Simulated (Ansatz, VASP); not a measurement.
# Cross-check of ZnO (zincite) between VASP and Ansatz, part 2 of 2

One calculation is typed for both programs; each brings its own data sets. How far apart do they land?  Valence electrons are named where the data sets of a main pair hold unlike numbers.

VASP 6.6.1 and Ansatz 0.2.0.

So far: Starting point; VASP: band structure, HSE06.

**3. Ansatz: band structure, HSE06**

Level of this step: Ansatz beside VASP: Kohn-Sham DFT, plane waves, HSE06 (Ansatz).

Ansatz runs on its default PAW (the set named soft_2) files.

The same cell, functional, mesh and smearing now go to Ansatz, which takes its cutoff from its data sets.

Input file input.yaml:

```yaml
crystal:
  lattice:
    - [3.249308, 0.0, 0.0]
    - [-1.624654, 2.8139832727, 0.0]
    - [0.0, 0.0, 5.205709]
  atoms:
    - { symbol: Zn, position: [0.3333333333, 0.6666666667, 0.5] }
    - { symbol: Zn, position: [0.6666666667, 0.3333333333, 0.0] }
    - { symbol: O, position: [0.6666666667, 0.3333333333, 0.37901] }
    - { symbol: O, position: [0.3333333333, 0.6666666667, 0.87901] }
hamiltonian:
  xc: { exchange: pbe, correlation: pbe, exx: { coeff: 0.25, omega: 0.2 } }
  pseudopotentials: { kind: paw }
kpoints:
  mp_grid: { grid: [5, 5, 3] }
  band_path:
    path:
      - [0.0, 0.0, 0.0]
      - [0.4, 0.0, 0.0]
      - [0.4, 0.2, 0.0]
      - [0.2, 0.2, 0.0]
      - [0.0, 0.0, 0.1]
      - [0.0, 0.0, 0.5]
      - [0.4, 0.0, 0.5]
      - [0.4, 0.2, 0.5]
      - [0.2, 0.2, 0.5]
      - [0.5, 0.0, 0.4]
      - [0.33333, 0.33333, 0.0]
      - [0.33333, 0.33333, 0.5]
    npoints: 1
scf:
  occupations: { method: gaussian, width: 0.02 }
  n_extra_bands: 8
output:
  forces: true
  stress: true
  eigenvalues: true
```

On the command line:

```sh
$ ansatz run input.yaml --threads 4 --pin off --max-ram 9216MiB --backend cpu --events-out ev --progress --plain --runs-dir out
```

Numbers of over 12 decimals in the logs are rounded to 6 here.

Log:

```text
Warning: output.stress: scf.convergence.dr2_threshold = 1e-7 eV (the SCF's general default) is looser than the 4e-10 eV advised for a printed stress (1e-10 eV for each atom of the cell: 4). What an SCF threshold leaves in a stress goes as its square root, and in the free energy as the threshold itself, and one threshold admits the most on a small cell: [figures from the program's tests cut] Set scf.convergence.dr2_threshold to 4e-10 eV or tighter. The threshold is an SCF's pass mark: one that does not reach it within its budget of iterations ends unconverged, or closes short of it on a stop that the run arms, and scf.convergence.dr2_threshold's page says what that costs each kind of run
Warning: output.stress: scf.exx.energy_threshold = 1e-6 eV is looser than the 4e-8 eV advised for a stress under a hybrid functional (1e-8 eV for each atom of the cell: 4). Every SCF of the exchange loop can meet its threshold on dr2 while the loop round them stops early: no threshold on dr2 bounds what that leaves in the stress. Set scf.exx.energy_threshold to 4e-8 eV or tighter. The threshold is the loop's pass mark: a loop that does not reach it within its budget of cycles ends unconverged, and scf.exx.energy_threshold's page has the law
scf.n_extra_bands = 8 over 18 filled bands (N_el = 36.0): the run solves 26 bands
Engine: ansatz 0.2.0, x86_64-unknown-linux-gnu
Pseudopotentials: kind: paw
Pseudopotential: Zn, paw, valence charge 12, recommended cutoff 420 eV (normal), Zn.paw.azcp
Pseudopotential: O, paw, valence charge 6, recommended cutoff 420 eV (normal), O.paw.azcp
Functional definition: unnamed
  parameter a_1 = 0.25
  parameter omega_1 = 0.2/angstrom
  exchange = pbe_x + (-a_1)*pbe_x_sr(omega_1) + a_1*exact_x_sr(omega_1)
  correlation = pbe_c
Crystal: 4 atoms, lattice volume = 47.598 Å³
Basis set: ecut = 420 eV, 941 PW (Γ), exchange–correlation on 48×48×72 points (8 copies of the dense FFT grid, shifted against one another)
Bands: 26, of which v1, the nominal top of the filled ones, is band 18 counted from 1 (17 counted from 0)
Symmetry: 12 space group operations
Space group: P63mc (ITA 186), of the structure as read, at distance tolerance 3.6e-5 Å
k-points: 10 of 75 (time reversal used)
Non-local potential: Zn, projectors of the file, l = 0: 2, l = 1: 2, l = 2: 3, l = 3: 1
Non-local potential: O, projectors of the file, l = 0: 2, l = 1: 2, l = 2: 1
PAW form: soft (Blöchl's): semilocal exchange-correlation on the pseudo side does not see the compensation charge
PAW frozen core: Zn, regenerated for the run's functional, and the local potential with it (the file was generated under x = pbe(κ = 0.804, μ = 0.219515), c = pbe(β = 0.066725))
PAW frozen core: O, regenerated for the run's functional, and the local potential with it (the file was generated under x = pbe(κ = 0.804, μ = 0.219515), c = pbe(β = 0.066725))
PAW one-centre angular grid: Zn, 590 points (default); XC on 64 Gauss nodes
PAW one-centre angular grid: O, 110 points (default); XC on 96 Gauss nodes
Initial density: superposition of atomic densities (neutral atoms: chi_scale 0, normalization atom), corrected by the library's trained network
Initial wavefunctions: pseudopotential atomic-orbital guess
Functional: x = pbe(κ = 0.804, μ = 0.219515), c = pbe(β = 0.066725), warm-up for x = pbe(κ = 0.804, μ = 0.219515) + 0.25 (exact − pbe) at short range (hse, ω = 0.2 Å⁻¹), c = pbe(β = 0.066725)
SCF iter   1: F=—  HF=-7773.671058 eV  |F-HF|=—  |Δ(HF+E_count)|=         —  Δρ=2.35e-3  dr2=1.39e-3  ethr=1.77e-3  ⟨swp⟩=9.9  Hψ=1303  notcnv=0
preconditioner: auto → none  [insulator: Δε(μ)=0.825 eV  Ē_g=15.354 eV  σ=0.020 eV  W_gap=1.00  n_scr=22 (ndim 8)  ℏωp=32.3 eV  f_vac=0.035  D(μ)=0.00/eV (n_scr^D=0)]
SCF iter   2: F=—  HF=-7773.670880 eV  |F-HF|=—  |Δ(HF+E_count)|=   1.78e-4  Δρ=1.39e-3  dr2=5.36e-4  ethr=3.87e-6  ⟨swp⟩=4.6  Hψ=912  notcnv=0  defer=1
iter 3 solved again at ethr=2.90e-8 eV; its pass at ethr=1.49e-6 eV (dr2=1.04e-5 eV) is discarded
SCF iter   3: F=-7773.670697 eV  HF=-7773.670630 eV  |F-HF|=6.61e-5  |Δ(HF+E_count)|=   2.49e-4  Δρ=2.74e-4  dr2=1.06e-5  ethr=2.90e-8  ⟨swp⟩=2.1  Hψ=1103  notcnv=0
SCF 1 stopped early in 3 iterations: F = -7773.670697 eV  dr2 = 1.06e-5
  greatest PAW one-centre occupation: 0.987 electrons in one spin orbital (limit 2), on the Zn atom at site 1 (counted from 0), in its partial waves of l = 2
Initial density: handed on by an earlier stage of this run
Initial wavefunctions: those handed on with the density
Functional: x = pbe(κ = 0.804, μ = 0.219515) + 0.25 (exact − pbe) at short range (hse, ω = 0.2 Å⁻¹), c = pbe(β = 0.066725)
Exchange kernel: α = 0.2500, screened, ω = 0.2000 Å⁻¹, Wigner–Seitz truncation, v(0) = 1110.1596 eV·Å³, q-mesh 5×5×3, nearest image of the exchange supercell L = 15.62 Å, pair-density grid 18×18×30, without the augmentation charges, whose exchange is taken in its separable form by FFT convolution over the k-point mesh (sized by the pseudopotential files, 20×20×36 at the most), smooth part of the exact exchange by density-matrix convolution
Frozen-core exchange: fock
SCF iter   1: F=—  HF=-7773.460790 eV  |F-HF|=—  |Δ(HF+E_count)|=         —  Δρ=2.66e-2  dr2=1.83e-1  ethr=2.94e-7  ⟨swp⟩=6.4  Hψ=1351  notcnv=0
preconditioner: auto → none  [insulator: Δε(μ)=2.623 eV  Ē_g=18.460 eV  σ=0.020 eV  W_gap=1.00  n_scr=22 (ndim 8)  ℏωp=32.3 eV  f_vac=0.035  D(μ)=0.00/eV (n_scr^D=0)]
SCF iter   2: F=—  HF=-7773.403442 eV  |F-HF|=—  |Δ(HF+E_count)|=   5.73e-2  Δρ=4.53e-3  dr2=7.36e-3  ethr=2.94e-7  ⟨swp⟩=5.0  Hψ=1115  notcnv=0
SCF iter   3: F=—  HF=-7773.418430 eV  |F-HF|=—  |Δ(HF+E_count)|=   1.50e-2  Δρ=5.83e-3  dr2=8.08e-3  ethr=2.94e-7  ⟨swp⟩=5.0  Hψ=998  notcnv=0
SCF iter   4: F=—  HF=-7773.417201 eV  |F-HF|=—  |Δ(HF+E_count)|=   1.23e-3  Δρ=2.22e-3  dr2=1.04e-3  ethr=2.94e-7  ⟨swp⟩=4.0  Hψ=791  notcnv=0
SCF iter   5: F=—  HF=-7773.418457 eV  |F-HF|=—  |Δ(HF+E_count)|=   1.26e-3  Δρ=1.13e-3  dr2=3.91e-4  ethr=2.94e-7  ⟨swp⟩=4.0  Hψ=815  notcnv=0
SCF iter   6: F=—  HF=-7773.418337 eV  |F-HF|=—  |Δ(HF+E_count)|=   1.20e-4  Δρ=5.17e-4  dr2=1.24e-4  ethr=2.94e-7  ⟨swp⟩=4.0  Hψ=689  notcnv=0
SCF iter   7: F=-7773.418301 eV  HF=-7773.418303 eV  |F-HF|=1.82e-6  |Δ(HF+E_count)|=   3.44e-5  Δρ=4.23e-5  dr2=1.62e-6  ethr=2.94e-7  ⟨swp⟩=3.0  Hψ=492  notcnv=0
SCF 2 stopped early in 7 iterations: F = -7773.418301 eV  dr2 = 1.62e-6
  Residual-converged pass: ⟨swp⟩=3.8  Hψ=787  notcnv=0  max |occ|·‖R‖ = 6.2e-6 eV (tolerance 6.7e-6 eV)  dr2=1.53e-6  dr2_onsite=5.15e-8  max |Δocc| = 0.0e0
  greatest PAW one-centre occupation: 0.989 electrons in one spin orbital (limit 2), on the Zn atom at site 1 (counted from 0), in its partial waves of l = 2
hybrid outer 1: dexx = +2.395e-2 eV, tail = 9.29e-5 eV
Exchange kernel: α = 0.2500, screened, ω = 0.2000 Å⁻¹, Wigner–Seitz truncation, v(0) = 1110.1596 eV·Å³, q-mesh 5×5×3, nearest image of the exchange supercell L = 15.62 Å, pair-density grid 18×18×30, without the augmentation charges, whose exchange is taken in its separable form by FFT convolution over the k-point mesh (sized by the pseudopotential files, 20×20×36 at the most), smooth part of the exact exchange by density-matrix convolution
Frozen-core exchange: fock
SCF iter   1: F=—  HF=-7773.417048 eV  |F-HF|=—  |Δ(HF+E_count)|=         —  Δρ=1.39e-4  dr2=7.03e-6  ethr=1.29e-6  ⟨swp⟩=3.2  Hψ=585  notcnv=0
preconditioner: auto → none  [insulator: Δε(μ)=2.548 eV  Ē_g=18.201 eV  σ=0.020 eV  W_gap=1.00  n_scr=22 (ndim 8)  ℏωp=32.3 eV  f_vac=0.050  D(μ)=0.00/eV (n_scr^D=0)]
SCF iter   2: F=—  HF=-7773.417049 eV  |F-HF|=—  |Δ(HF+E_count)|=   9.42e-7  Δρ=1.85e-5  dr2=3.31e-7  ethr=1.42e-8  ⟨swp⟩=4.0  Hψ=697  notcnv=0
SCF iter   3: F=—  HF=-7773.417050 eV  |F-HF|=—  |Δ(HF+E_count)|=   1.45e-6  Δρ=1.89e-5  dr2=1.11e-7  ethr=2.16e-10  ⟨swp⟩=4.0  Hψ=898  notcnv=0
SCF iter   4: F=—  HF=-7773.417050 eV  |F-HF|=—  |Δ(HF+E_count)|=   2.83e-8  Δρ=2.18e-6  dr2=5.34e-9  ethr=2.16e-10  ⟨swp⟩=3.0  Hψ=548  notcnv=0
SCF iter   5: F=-7773.417050 eV  HF=-7773.417050 eV  |F-HF|=3.88e-9  |Δ(HF+E_count)|=   2.61e-8  Δρ=3.58e-6  dr2=4.09e-9  ethr=3.13e-12  ⟨swp⟩=4.0  Hψ=778  notcnv=0
SCF 3 converged in 5 iterations: F = -7773.417050 eV  dr2 = 4.09e-9
  Residual-converged pass: ⟨swp⟩=2.3  Hψ=443  notcnv=0  max |occ|·‖R‖ = 6.2e-7 eV (tolerance 6.3e-7 eV)  dr2=4.09e-9  dr2_onsite=1.04e-9  max |Δocc| = 0.0e0
hybrid outer 2: dexx = +1.393e-6 eV, tail = 3.81e-8 eV, Δε = 5.09e-3 eV (about 1.31e-4 eV left of the loop's levels), ΔF = 6.58e-4 eV/Å (tail 2.71e-4)
NSCF: frozen V_eff on 12 k-points
hybrid SCF converged: 2 outer / 12 inner (+3 warm-up), last move |dexx| = 1.39e-6 eV, tail = 3.81e-8 eV
Stability not checked: this state was not tested for a lower state beside it, because the functional holds exact exchange (a hybrid, or Hartree-Fock), whose exchange loop this test does not read (fock_operator; see scf.lower_state_search)
Free energy (F): -7773.417050 eV
Frozen-core exchange: fock
Harris-Foulkes:  -7773.417050 eV  (|F-HF|=3.88e-9)
Internal energy: -7773.417050 eV  (E = F + TS)
E sigma→0 (E₀):  -7773.417050 eV
Fermi energy:    7.195312 eV
--- Per-component energies (eV) ---
  E_band       = -8.736819
  E_kinetic    = 613.182236
  E_local      = -4024.419642  (includes V_loc(G=0)·N_el)
  E_nonlocal   = 1341.678076
  E_hartree    = 1664.954697
  E_xc         = -333.569824
  E_vxc        = -230.372379  (∫ρ·V_xc dr)
  E_exx        = -123.285628  (= α·E_x^exact, valence–valence)
  E_paw        = -3950.597903  (= ΣΔE_a)
  E_vpaw       = -792.150995  (= ΣTr[D̂ρ^β])
  E_aug_tail   = 0.004209  (compensation charges beyond the density's cutoff)
  E_ewald      = -2962.594745
  E_core_change = 1.231476  (= ΣΔE_core)
  E_smearing   = -0.000000  (= −TS)
  E_closure    = -0.000000  (closes the sum)
  Σ components = -7773.417050   (vs F -7773.417050, Δ=-9.09e-13)
--- Forces (eV/Å), atoms counted from 1 ---
  atom   1  Zn    -0.00000000    -0.00000000    -0.07845960
  atom   2  Zn    -0.00000000     0.00000000    -0.07845960
  atom   3  O      0.00000000    -0.00000000     0.07845044
  atom   4  O     -0.00000000     0.00000000     0.07845044
  max |Σ_I F_I| component: 1.83e-5 eV/Å
--- Stress (GPa, compression-positive) ---
        0.063874       0.000000       0.000000
        0.000000       0.063874      -0.000000
       -0.000000      -0.000000       1.381259
  P = ⅓ Tr σ = 0.5030 GPa (5.030 kbar)
--- Band table (eV; the first three rows and the last of 10) ---
  k-point 0: bands = [... 14 lower, 5.0586, 5.8629, 5.9211, 5.9211, 8.4694, 13.1883, 16.3085, 20.9718, ... 4 higher]
  k-point 1: bands = [... 14 lower, 5.2780, 5.2780, 5.7093, 5.7093, 10.0801, 12.2277, 17.1497, 19.6519, ... 4 higher]
  k-point 2: bands = [... 14 lower, 4.5072, 4.5438, 5.5655, 5.6412, 10.3190, 14.6305, 16.1648, 18.3003, ... 4 higher]
  k-point 9: bands = [... 14 lower, 2.9621, 3.9150, 4.2003, 4.6872, 14.4180, 15.0412, 16.1865, 17.0017, ... 4 higher]
```

The job ended after 35 s (4 threads of Intel Xeon Platinum 8259CL at 2.50GHz (Skylake/Cascade Lake), shared host; peak memory 0.87 GiB).

**4. Comparison**

Known differences besides the potentials themselves: exact exchange at q = 0 is treated differently, which shows on coarse meshes; VASP keeps PBE cores, Ansatz makes them for the functional; the cutoff is 420 eV in Ansatz and 520 eV in VASP; VASP takes a coarser grid for exact exchange (PRECFOCK = Fast). Total energies have different zeros and are not compared.

The two programs side by side:

```
                     quantity  Ansatz   VASP  difference
gap over the path points (eV)   2.548  2.503      +0.045
```

Forces (eV/Å; atoms numbered as in POSCAR):

```
atom        Ansatz x, y, z          VASP x, y, z
 Zn1  0.000, 0.000, -0.078  0.000, 0.000, -0.082
 Zn2  0.000, 0.000, -0.078  0.000, 0.000, -0.082
  O3   0.000, 0.000, 0.078   0.000, 0.000, 0.082
  O4   0.000, 0.000, 0.078   0.000, 0.000, 0.082
```

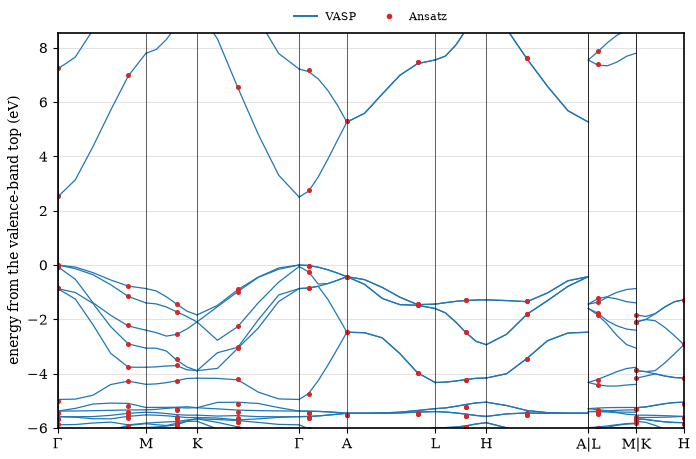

Bands from VASP (lines) and levels from Ansatz (dots). Dots without a line are higher empty bands that the VASP plot leaves out.

Levels at points of the path, from each program's valence-band top (eV; 4 filled, then empty):

```
k (reciprocal lattice)                                   Ansatz                                     VASP
     0.000 0.000 0.000    -0.86 -0.06 0.00 0.00 2.55 7.27 10.39    -0.87 -0.06 0.00 0.00 2.50 7.22 10.36
     0.400 0.000 0.000   -2.91 -2.23 -1.16 -0.77 7.00 9.41 9.59   -2.91 -2.24 -1.16 -0.78 6.97 9.37 9.55
     0.400 0.200 0.000   -3.47 -2.55 -1.71 -1.43 8.86 9.47 9.57   -3.50 -2.56 -1.72 -1.44 8.82 9.44 9.54
     0.200 0.200 0.000  -3.04 -2.25 -0.98 -0.90 6.57 9.71 10.67  -3.03 -2.27 -0.98 -0.91 6.53 9.68 10.63
     0.000 0.000 0.100  -0.84 -0.25 -0.02 -0.02 2.76 7.17 10.46  -0.85 -0.25 -0.02 -0.02 2.72 7.12 10.44
     0.000 0.000 0.500  -0.43 -0.43 -0.43 -0.43 5.30 5.30 12.28  -0.43 -0.43 -0.43 -0.43 5.26 5.26 12.24
     0.400 0.000 0.500  -1.48 -1.48 -1.45 -1.45 7.46 7.46 10.87  -1.48 -1.48 -1.46 -1.46 7.42 7.42 10.83
     0.400 0.200 0.500  -2.48 -2.48 -1.30 -1.30 8.69 8.69 10.74  -2.49 -2.49 -1.31 -1.31 8.65 8.65 10.71
     0.200 0.200 0.500  -1.80 -1.80 -1.34 -1.34 7.62 7.62 11.24  -1.81 -1.81 -1.35 -1.35 7.59 7.59 11.20
     0.500 0.000 0.400  -1.83 -1.76 -1.36 -1.23 7.40 7.90 10.52  -1.84 -1.77 -1.37 -1.24 7.36 7.86 10.49
```

The forces differ by 2.3 meV/Å r.m.s., which is 4.8 % of the r.m.s. force of 0.048 eV/Å (both taken over all components). Among the levels compared at these points, filled levels agree within 26 meV and empty ones within 51 meV.

**5. Results**

* largest difference of a filled level at the path points (band structure, HSE06): 26 meV
* difference in gap over the path points (band structure, HSE06): 0.045 eV

In words: The difference in gap over the path points is 0.045 eV (band structure, HSE06), within the 0.08 eV picked in this series as the mark of a large difference. How closely two codes agree says nothing of how well the functional describes the real material.

[Lines on the potential files, build, host, timing and source positions are cut from VASP's logs without a mark.]

[Logs are printed without paths, hosts, clocks, repeated set-up lines and the standing remarks that a program may print on its own settings, such as how far it seeks lower states.]

[Hosts, paths, dates, database ids (printed as entryN), source tags and the programs' standing remarks are cut or masked in the printed files.]
